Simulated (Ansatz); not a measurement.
All values below come from PBE (plane waves to 420 eV, PAW; Ansatz, a quantum-chemistry and plane-wave program).

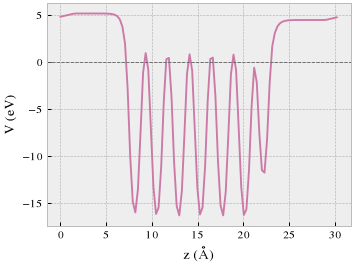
Planar average of the electrostatic potential across the slab, in eV from the Fermi level, for a constructed model of the (111) surface of fcc Au, a pseudomorphic layer of Cu in the host's stacking (bottom of the slab: a bare face, its two planes held)

Set-up: 7 atoms, 14.2 Å thick at the start; mesh 15x15x1; 0.1 eV smearing; dipole correction on; 2 atoms held, the rest relaxed; held to the start's symmetry, so lower structures may exist; no spin, no spin-orbit, no U. In PBE it is, or lies within 0.01 eV a 1x1 cell of, the lowest of the 2 structures of its composition computed so far; larger cells were not tried.

The vacuum level lies 4.44 eV above the Fermi level over the top face and 5.13 eV above it under the bottom face.
